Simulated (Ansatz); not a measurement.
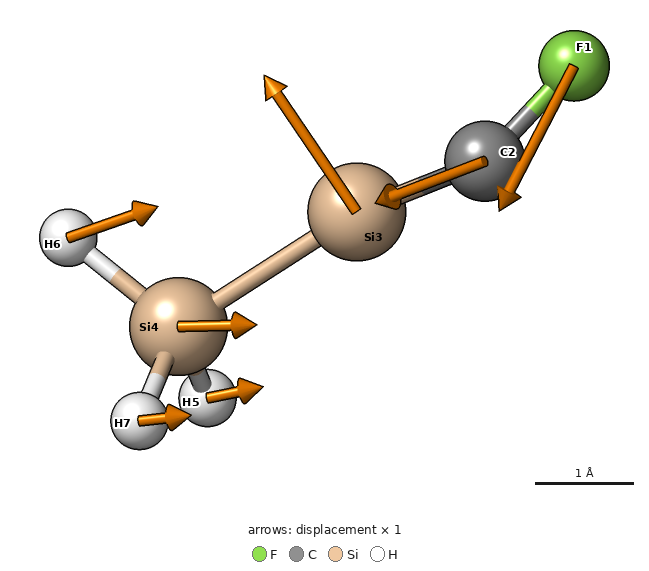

This is a relaxation of CH3FSi2. The starting structure is drawn; orange arrows show the displacements, at their true length. The two geometries are superimposed by the best rigid fit.

A ball-and-stick model, seen from a free direction.

The calculation used RKS PBE0-D4/def2-TZVP (Ansatz 0.2.0). Set-up: force threshold 0.005 eV/Å; at most 200 steps.

### Describe the change and its energy.

The largest moves after the best rigid fit, 1.71 Å, are those of F1 and Si3. By element the largest moves are Si 1.71 Å, F 1.70 Å, C 1.48 Å, H 1.06 Å. Near-neighbour distances that change, for instance: C2–Si4 3.948 → 1.802 Å, Si3–H6 3.120 → 1.799 Å, Si3–Si4 2.282 → 2.592 Å, Si4–H6 1.473 → 1.592 Å. New bonds form, among them: C2–Si4 (3.95 → 1.80 Å). Among the angles between lasting bonds that change: C2–Si3–Si4 160.3° → 44.0°, Si3–Si4–H6 110.5° → 43.2°, Si3–Si4–H7 109.9° → 122.7°. Over 32 accepted moves (37 points after the start) the energy falls by 2.330 eV. Largest force component: 2.3 eV/Å at the start, 0.00085 eV/Å at the end. The line search rejected the trial steps at points 16, 19, 26, 31, 33 of the run. The run took 46 s on 2 threads of AMD EPYC 9R45 96-Core, on a shared host.
